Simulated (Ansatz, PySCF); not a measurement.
Bond stretch in Ga2, triplet.

Methods: UMP2/3-21G = PySCF with unrestricted MP2 (frozen core)/3-21G; UHF/aug-cc-pVDZ (Ansatz, an electronic-structure program); UCCSD = CCSD on UHF/aug-cc-pVDZ, cores with 3d frozen run with Ansatz.

Energies are in eV, each relative to the lowest point of its own curve near equilibrium.

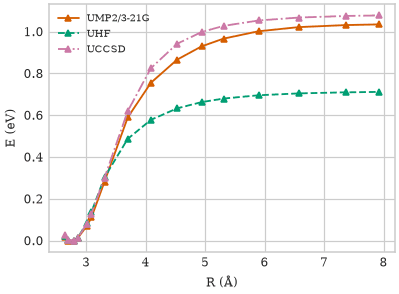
Figure: Energy against bond length for each method.

```
R / Å  UMP2/3-21G    UHF  UCCSD
-----  ----------  -----  -----
2.64        0.016  0.023  0.025
2.70        0.000  0.003  0.003
2.80        0.000  0.000  0.000
2.86        0.012  0.014  0.013
3.01        0.069  0.084  0.080
3.09        0.111  0.137  0.129
3.31        0.282  0.303  0.301
3.70        0.589  0.487  0.619
4.09        0.755  0.578  0.825
4.53        0.866  0.632  0.941
4.94        0.929  0.662  0.997
5.31        0.966  0.679  1.027
5.90        1.001  0.695  1.053
6.58        1.021  0.704  1.067
7.37        1.031  0.709  1.074
7.93        1.034  0.711  1.077
```

At the longest distance, 7.93 Å, UCCSD lies highest above its minimum (1.077 eV) and UHF lowest (0.711 eV).

The scan ran from 2.17 to 7.93 Å; beyond the distances shown full CI changes its symmetry label.
